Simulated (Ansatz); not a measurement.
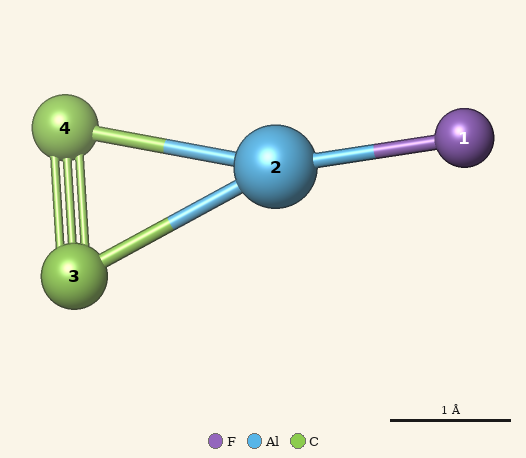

Simulated data, not a measurement (program: Ansatz).

Orthographic view. Depth is shown by fading: the farther an atom, the more it takes the colour of the background. Geometry: atoms displaced at random (about 0.015 Å) from a stationary point of GFN2-xTB.

Give the distance matrix in Å.

```tsv
atom	F1	Al2	C3	C4
F1	0.00			
Al2	1.66	0.00		
C3	3.53	1.94	0.00	
C4	3.52	1.92	1.31	0.00
```
